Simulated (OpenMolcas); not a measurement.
# Excited-state calculation of InHCl$_{2}$ (part 3 of 3)

InHCl$_{2}$, SMILES [Cl][InH][Cl]; CASSCF/ANO-RCC-VDZ, DKH2 (OpenMolcas 26.06). The geometry comes from this level: PBE0-D4/def2-TZVP.

Geometry of the input (Å):
```
Cl -1.8073  0.7088  -0.9926
In 0.1497  0.1322  0.0956
Cl 0.5380  -2.1460  0.0198
H  1.1752  1.2446  0.8569
```

Output, continued:
```
      ****************************************************************************************************
      *                                         Spin-free section                                        *
      *                 Note: index according to input order, order according to energy.                 *
      ****************************************************************************************************

  SPIN-FREE ENERGIES:
  (Shifted by EMIN (a.u.) =      -6799.5372226502)

 SF State       Relative EMIN(au)   Rel lowest level(eV)    D:o, cm**(-1)

     1             0.0000000000        0.0000000000              0.0000
     2             0.2335473132        6.3551461454          51257.7105
     3             0.2548801877        6.9356432340          55939.7352
     4             0.4815884728       13.1046899450         105696.4525

++ Dipole transition strengths (spin-free states):
   -----------------------------------------------
     for osc. strength at least  1.00000000E-05

      From   To        Osc. strength     Einstein coefficients Ax, Ay, Az (sec-1)    Total A (sec-1)
     -----------------------------------------------------------------------------------------------
         1    2       3.47436449E-01  2.28156644E+08  3.38222509E+08  4.25068799E+07  6.08886033E+08
         1    3       1.80462961E-01  1.38359277E+08  1.62437804E+08  7.58816664E+07  3.76678747E+08
         2    3       1.44100196E-01  7.89759962E+05  1.17012018E+06  1.47166806E+05  2.10704695E+06
         2    4       1.73783165E-01  1.28798103E+08  1.90727462E+08  2.40055604E+07  3.43531125E+08
         3    4       8.75302093E-02  5.30323715E+07  6.24126806E+07  2.91001343E+07  1.44545186E+08
     -----------------------------------------------------------------------------------------------
--

++ Velocity transition strengths (spin-free states):
   -------------------------------------------------
     for osc. strength at least  1.00000000E-05

      From   To        Osc. strength     Einstein coefficients Ax, Ay, Az (sec-1)    Total A (sec-1)
     -----------------------------------------------------------------------------------------------
         1    2       1.08489221E-01  7.12443084E+07  1.05610846E+08  1.32733468E+07  1.90128501E+08
         1    3       5.26787313E-02  4.03855920E+07  4.74147109E+07  2.21555488E+07  1.09955852E+08
         2    3       5.07079433E-02  2.77912218E+05  4.11756924E+05  5.17872897E+04  7.41456432E+05
         2    4       6.11290738E-02  4.53049295E+07  6.70898791E+07  8.44393598E+06  1.20838745E+08
         3    4       2.79252074E-02  1.69174772E+07  1.99119849E+07  9.28552311E+06  4.61149852E+07
     -----------------------------------------------------------------------------------------------
--

++ Length and velocity gauge comparison (spin-free states):
   --------------------------------------------------------

 --------------------------------------------------
 A comparison between the dipole oscillator strengths in
 length and velocity gauge will be performed

     All dipole oscillator differences above the tolerance of   1.00000000E-01  will be printed

 Due to basis set deficiency these oscillator may be problematic

 The tolerance is defined as ABS(1-O_l/O_v)
 O_l : dipole oscillator strength in length gauge
 O_p : dipole oscillator strength in velocity gauge
 --------------------------------------------------

  Problematic transitions have been found

      From   To       Difference (%) Osc. st. (len.) Osc. st. (vel.)
     ---------------------------------------------------------------
         1    2           220.249741  3.47436449E-01  1.08489221E-01
         1    3           242.572716  1.80462961E-01  5.26787313E-02
         2    3           184.176772  1.44100196E-01  5.07079433E-02
         2    4           184.288890  1.73783165E-01  6.11290738E-02
         3    4           213.445154  8.75302093E-02  2.79252074E-02
     ---------------------------------------------------------------

 Number of problematic transitions =                     5

--

 Electric-dipole - electric-octupole not included
 Electric-dipole - magnetic-quadrupole not included

      ****************************************************************************************************
      *                                    Special properties section                                    *
      ****************************************************************************************************

--- Stop Module: rassi /rc=_RC_ALL_IS_WELL_ ---

.##################.
.# Happy landing! #.
.##################.

    Timing: Wall=10.88 User=9.59 System=1.17
```

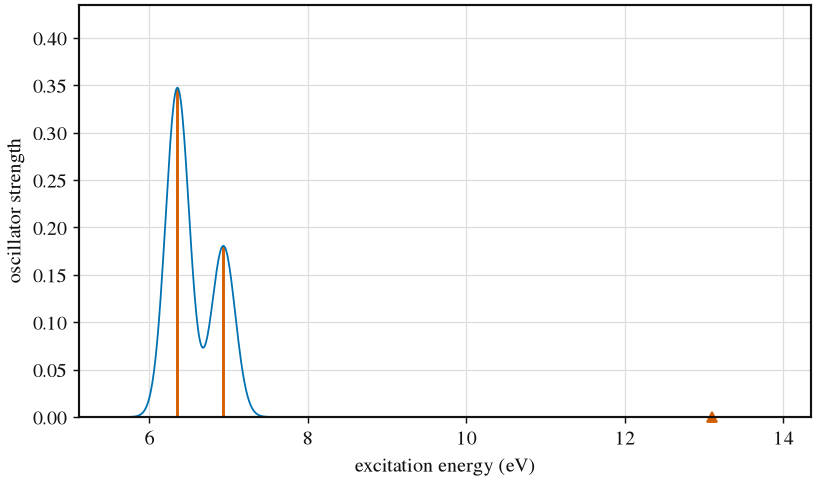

**Figure 1.** Computed excitations as sticks (degenerate states added up, dark ones marked on the axis), with a Gaussian envelope of 0.35 eV full width at half maximum, scaled to the tallest. Of the 3 states the lowest lies at 6.36 eV (f = 0.347); the strongest line is at 6.36 eV, or 195 nm (f = 0.347).

Results in brief:

```tsv
quantity	value
outcome	converged
total energy	−6799.537223 hartree
CASSCF energy	−6799.537223 hartree
basis functions	59
lowest singlet excitation	6.36 eV
wall time	11 s
peak memory	0.42 GiB
```
